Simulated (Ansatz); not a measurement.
## Two runs on C2H5FGe

System: C2H5FGe, SMILES [F][GeH]1[CH2][CH2]1.
Method of run 1: RKS wB97X-V/def2-TZVPP (Ansatz 0.2.0).

The geometry comes from this level: PBE0-D4/def2-TZVP. Text and figures count atoms from 1; the logs count them from 0 in places.

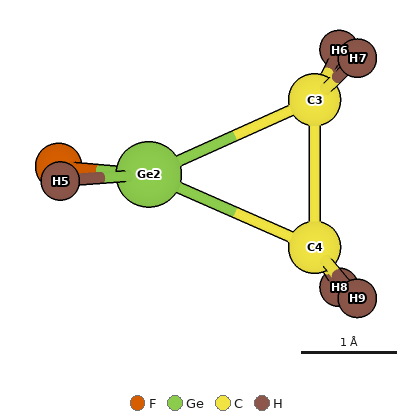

Fig. 1: The input geometry (ball-and-stick view, seen on its broad side; atoms are numbered from 1 in the order of the input). Sticks mark near contacts. Bond lengths as drawn: C–C 1.56 Å, C–Ge 1.92 Å, C–H 1.08 to 1.09 Å, F–Ge 1.74 Å and Ge–H 1.52 Å.

### Input file, run 1
```yaml
crystal:
  periodic: [false, false, false]
  atoms:
    - {symbol: F, position_ang: [-0.594559, -0.394902, -2.333605]}
    - {symbol: Ge, position_ang: [-0.348132, 0.561003, -0.902088]}
    - {symbol: C, position_ang: [0.947991, -0.126120, 0.332234]}
    - {symbol: C, position_ang: [-0.526394, -0.382363, 0.757415]}
    - {symbol: H, position_ang: [-0.688064, 2.009301, -1.207199]}
    - {symbol: H, position_ang: [1.515259, -1.001044, 0.032092]}
    - {symbol: H, position_ang: [1.521745, 0.559326, 0.947114]}
    - {symbol: H, position_ang: [-0.860494, -1.413947, 0.717702]}
    - {symbol: H, position_ang: [-0.878753, 0.142546, 1.639137]}
basis:
  gaussian: {orbitals: def2-TZVPP}
hamiltonian: {xc: {name: wB97X-V}}
output: {orbitals: {seedname: orbitals}}
```

Launched with:
```bash
ansatz run in.yaml --threads 4 --pin off --events-out ev --progress --plain --max-ram 10444MiB
```

Hardware: 4 threads of Intel Xeon, 108 GiB of memory available, shared host.

### Output (run 1)
```
Functional definition: wB97X-V
  parameter omega = 0.3/bohr
  parameter cx = 0.167
  parameter cx1 = 0.603
  parameter cx2 = 1.194
  parameter css0 = 0.556
  parameter css1 = -0.257
  parameter cos0 = 1.219
  parameter cos1 = -1.850
  parameter b = 6.0
  parameter c = 0.01
  exchange = spin_sum(e_x_unif_sr(omega)*poly(b97_u_x, 1 - cx, cx1, cx2)) + cx*exact_x_sr(omega) + exact_x_lr(omega)
  correlation = spin_sum(e_c_pw_same_spin*poly(b97_u_same, css0, css1))
      + integral(e_c_pw_opposite_spin*poly(b97_u_opposite, cos0, cos1)) + vv10(b, c)
1200 factors; their error is unknown
270 factors; integrals over basis functions are off by at most 7.5e-6 eV
mean field evaluation 1: about -61379.3537 eV, gradient 5.6e1 eV
mean field evaluation 2: about -61379.7482 eV, gradient 5.9e1 eV
mean field evaluation 4: about -61385.3878 eV, gradient 2.5e0 eV
mean field evaluation 8: about -61385.4064 eV, gradient 6.1e-2 eV
mean field evaluation 16: about -61385.5769 eV, gradient 2.0e-5 eV
mean field -61385.57689490 eV, -2255.8783422489 hartree, gradient 2.0e-5 eV, S^2 0.000000; 0 other end points of the search recorded, 0 dependent functions left out
reference -61385.57689313 eV, -2255.8783421840 hartree; 29, 29 occupied and 182, 182 virtual orbitals, 1200 factors
Total energy: -61385.57689313 eV, -2255.8783421840 hartree
```

For run 2 the input was changed thus:
```diff
-hamiltonian: {xc: {name: wB97X-V}}
+hamiltonian: {xc: pbe0, dispersion: d4}
```

What does this change do to the results?

The total energies belong to different models, so their difference says nothing on which is more stable or more accurate. The HOMO goes from −9.07 to −6.80 eV. The LUMO goes from 2.29 to 0.10 eV.

### Output (run 2)
```
Functional definition: PBE0
  parameter a = 0.25
  parameter kappa = 0.804
  parameter beta = 0.06672455060314922
  exchange = (1 - a)*pbe_x(kappa = kappa, mu = beta*pi^2/3) + a*exact_x
  correlation = pbe_c(beta = beta)
1212 factors; their error is unknown
mean field evaluation 1: about -61369.1430 eV, gradient 7.0e1 eV
mean field evaluation 2: about -61352.1518 eV, gradient 1.1e2 eV
mean field evaluation 4: about -61379.5820 eV, gradient 5.1e0 eV
mean field evaluation 8: about -61379.6244 eV, gradient 3.5e-1 eV
mean field evaluation 16: about -61379.8955 eV, gradient 5.3e-5 eV
mean field -61379.89549655 eV, -2255.6695547107 hartree, gradient 5.3e-5 eV, S^2 0.000000; 0 other end points of the search recorded, 0 dependent functions left out
reference -61379.89552410 eV, -2255.6695557230 hartree; 29, 29 occupied and 182, 182 virtual orbitals, 1212 factors
Total energy: -61380.02463950 eV, -2255.6743006265 hartree
```

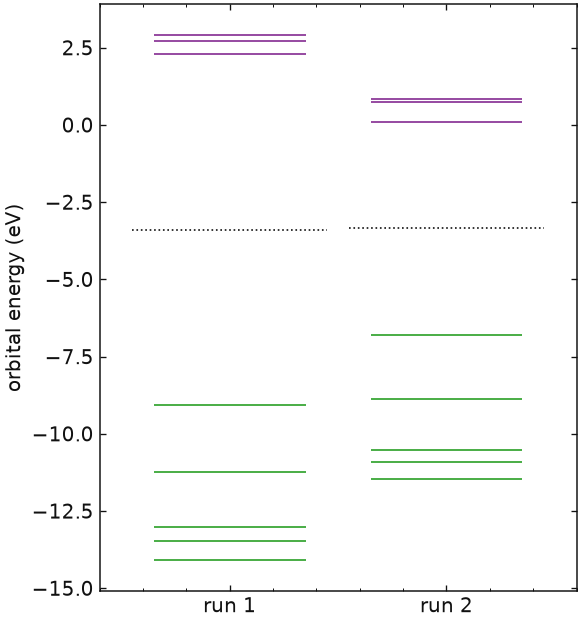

Fig. 2: The five highest filled and three lowest empty orbital energies of the two runs; the dotted lines part filled from empty levels. The HOMO–LUMO gap is 11.36 eV in run 1 and 6.90 eV in run 2.

### The two runs side by side

| quantity | run 1 | run 2 |
| --- | --- | --- |
| outcome | converged | converged |
| total energy (hartree) | −2255.878342 | −2255.674301 |
| HOMO (eV) | −9.07 | −6.80 |
| LUMO (eV) | 2.29 | 0.10 |
| basis functions | 211 | 211 |
| wall time (shared host) | 3.7 s | 1.8 s |
